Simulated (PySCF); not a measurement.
**Two runs on C₃H₁₀OSi**

System: C₃H₁₀OSi, SMILES C[Si](C)(C)O.
Method of run A: GIAO wB97X-D/pcSseg-2 NMR shielding, non-relativistic, gas phase (PySCF 2.14.0).

The geometry comes from this level: PBE0-D3(BJ)/def2-TZVP. Text and figures count atoms from 1; the logs count them from 0 in places.

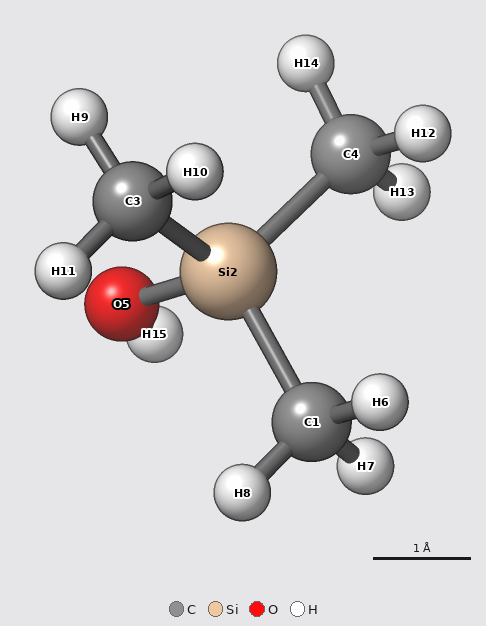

The structure as given in the input (ball-and-stick view, seen at a tilt; atoms are numbered from 1 in the order of the input). Bond lengths as drawn: C–H 1.09 Å, C–Si 1.86 to 1.87 Å, H–O 0.96 Å and O–Si 1.66 Å.

## Input, run A
```
{"job": {"kind": "nmr", "xc": "wB97X-D", "basis": "pcSseg-2", "pop": false}, "charge": 0, "multiplicity": 1}
C     -1.202463     0.268204    -1.278542
Si    -0.148187     0.071514     0.253217
C      0.139926    -1.727086     0.633955
C      1.471712     0.974169     0.006417
O     -0.942272     0.669710     1.582577
H     -0.702228    -0.152063    -2.155726
H     -1.410522     1.320757    -1.491209
H     -2.159759    -0.244866    -1.158651
H      0.702522    -1.837985     1.564253
H      0.708982    -2.210045    -0.164855
H     -0.806750    -2.260946     0.745853
H      1.994739     0.603674    -0.879806
H      1.310634     2.047474    -0.135474
H      2.131708     0.845120     0.867262
H     -1.107433     1.612220     1.607608
```

The first line tells a small driver script what to run in PySCF; the rest is the geometry in Å.

Command:
```bash
OMP_NUM_THREADS=1 python <driver script> task.json out
```

Hardware: 1 CPU thread, shared host.

## Output (run A)
```
coarse grid: 12168 points
cycle   1  E = -485.0610295129  dE =  3.208e-01  |g| = 7.825e-01  |ddm| = 2.502e+00
cycle   2  E = -485.0455759995  dE =  1.545e-02  |g| = 8.772e-01  |ddm| = 9.344e-01
cycle   3  E = -485.1753657699  dE = -1.298e-01  |g| = 8.129e-02  |ddm| = 5.331e-01
cycle   4  E = -485.1766500832  dE = -1.284e-03  |g| = 2.606e-02  |ddm| = 5.590e-02
cycle   5  E = -485.1768147451  dE = -1.647e-04  |g| = 2.903e-03  |ddm| = 2.240e-02
cycle   6  E = -485.1768172671  dE = -2.522e-06  |g| = 6.076e-04  |ddm| = 4.380e-03
final grid: 110480 points
cycle   7  E = -485.1799667024  dE = -2.383e-04  |g| = 6.982e-03  |ddm| = 4.523e-02
cycle   8  E = -485.1799719699  dE = -5.267e-06  |g| = 5.307e-03  |ddm| = 9.002e-03
cycle   9  E = -485.1799775667  dE = -5.597e-06  |g| = 5.843e-04  |ddm| = 2.754e-03
cycle  10  E = -485.1799776040  dE = -3.737e-08  |g| = 4.791e-04  |ddm| = 7.662e-04
cycle  11  E = -485.1799776441  dE = -4.011e-08  |g| = 3.725e-05  |ddm| = 2.539e-04
cycle  12  E = -485.1799776447  dE = -5.796e-10  |g| = 1.189e-05  |ddm| = 8.153e-05
converged SCF energy = -485.1799776447

GIAO shielding tensors (ppm)
atom      isotropic    diamagn.    paramagn.     s11        s22        s33       span
  0 C      183.986     247.356     -63.370    176.435    183.775    191.747     15.312
  1 Si     322.412     877.516    -555.104    304.186    313.077    349.972     45.786
  2 C      186.679     246.341     -59.662    179.868    187.203    192.965     13.097
  3 C      184.145     247.658     -63.513    176.356    184.201    191.878     15.522
  4 O      284.560     385.644    -101.084    274.113    278.433    301.134     27.021
  5 H       31.705      31.754      -0.049     28.089     29.158     37.869      9.780
  6 H       31.588      31.526       0.063     27.927     29.255     37.584      9.657
  7 H       31.402      31.038       0.364     27.553     29.020     37.632     10.079
  8 H       31.372      30.553       0.820     27.440     28.848     37.829     10.389
  9 H       31.831      31.514       0.317     28.134     29.246     38.111      9.977
 10 H       31.347      30.593       0.754     27.385     28.900     37.755     10.371
 11 H       31.689      31.810      -0.121     28.046     29.140     37.882      9.836
 12 H       31.610      31.710      -0.100     28.002     29.237     37.591      9.588
 13 H       31.400      31.183       0.218     27.521     29.032     37.648     10.127
 14 H       30.960      32.683      -1.723     23.278     25.934     43.668     20.390
```

The input of run B differs as follows (lines with − go, lines with + come):
```diff
+"solvent": "chloroform"
```

How does run B compare with run A?

The total energy of run B is 3.4 kcal/mol lower: the change of the electrostatic solvation energy at this fixed geometry, without cavity or dispersion terms. The HOMO goes from −9.90 to −9.83 eV. The LUMO goes from 1.94 to 2.13 eV. The dipole moment goes from 1.38 to 1.70 D. Of all shieldings, the largest change is that of O5, by +4.5 ppm. The reaction field of the continuum polarises the molecule further, so the dipole moment is larger in solution. The number of SCF iterations is the same.

## Output (run B)
```
coarse grid: 12168 points
cycle   1  E = -485.0708347653  dE =  3.113e-01  |g| = 7.719e-01  |ddm| = 2.502e+00
cycle   2  E = -485.0612498708  dE =  9.585e-03  |g| = 8.475e-01  |ddm| = 8.377e-01
cycle   3  E = -485.1809658423  dE = -1.197e-01  |g| = 7.753e-02  |ddm| = 4.624e-01
cycle   4  E = -485.1821376352  dE = -1.172e-03  |g| = 2.541e-02  |ddm| = 5.451e-02
cycle   5  E = -485.1822936420  dE = -1.560e-04  |g| = 2.831e-03  |ddm| = 2.171e-02
cycle   6  E = -485.1822962090  dE = -2.567e-06  |g| = 5.634e-04  |ddm| = 4.451e-03
final grid: 110480 points
cycle   7  E = -485.1854061583  dE = -2.386e-04  |g| = 6.931e-03  |ddm| = 4.487e-02
cycle   8  E = -485.1854114308  dE = -5.273e-06  |g| = 5.198e-03  |ddm| = 8.796e-03
cycle   9  E = -485.1854167541  dE = -5.323e-06  |g| = 5.752e-04  |ddm| = 2.663e-03
cycle  10  E = -485.1854167921  dE = -3.806e-08  |g| = 4.643e-04  |ddm| = 7.319e-04
cycle  11  E = -485.1854168294  dE = -3.732e-08  |g| = 3.547e-05  |ddm| = 2.359e-04
cycle  12  E = -485.1854168300  dE = -5.858e-10  |g| = 1.061e-05  |ddm| = 8.233e-05
converged SCF energy = -485.1854168300

GIAO shielding tensors (ppm)
atom      isotropic    diamagn.    paramagn.     s11        s22        s33       span
  0 C      184.906     247.554     -62.648    177.163    184.758    192.797     15.634
  1 Si     321.390     877.427    -556.037    304.863    311.212    348.095     43.232
  2 C      187.355     246.604     -59.250    180.398    187.792    193.874     13.476
  3 C      185.092     247.836     -62.744    177.153    185.197    192.928     15.775
  4 O      289.088     387.205     -98.117    279.296    283.113    304.856     25.560
  5 H       31.644      31.724      -0.079     27.965     29.079     37.890      9.925
  6 H       31.482      31.472       0.011     27.741     29.128     37.578      9.838
  7 H       31.432      31.093       0.339     27.537     29.040     37.718     10.182
  8 H       31.402      30.652       0.750     27.458     28.868     37.881     10.423
  9 H       31.716      31.425       0.290     27.956     29.107     38.084     10.128
 10 H       31.365      30.672       0.693     27.385     28.908     37.802     10.417
 11 H       31.636      31.789      -0.154     27.928     29.070     37.909      9.980
 12 H       31.490      31.628      -0.139     27.793     29.096     37.580      9.787
 13 H       31.420      31.216       0.205     27.490     29.041     37.730     10.240
 14 H       30.235      32.307      -2.073     22.313     24.960     43.431     21.118
```

## The two runs side by side

| quantity | run A | run B |
| --- | --- | --- |
| outcome | converged | converged |
| total energy (hartree) | −485.179978 | −485.185417 |
| HOMO (eV) | −9.90 | −9.83 |
| LUMO (eV) | 1.94 | 2.13 |
| dipole moment (D) | 1.38 | 1.70 |
| shielding of C1 (ppm) | 184.0 | 184.9 |
| shielding of Si2 (ppm) | 322.4 | 321.4 |
| shielding of C3 (ppm) | 186.7 | 187.4 |
| shielding of C4 (ppm) | 184.1 | 185.1 |
| shielding of O5 (ppm) | 284.6 | 289.1 |
| shielding of H13 (ppm) | 31.6 | 31.5 |
| shielding of H15 (ppm) | 31.0 | 30.2 |
| SCF iterations | 12 | 12 |
| basis functions | 327 | 327 |
| wall time (shared host) | 65 s | 84 s |
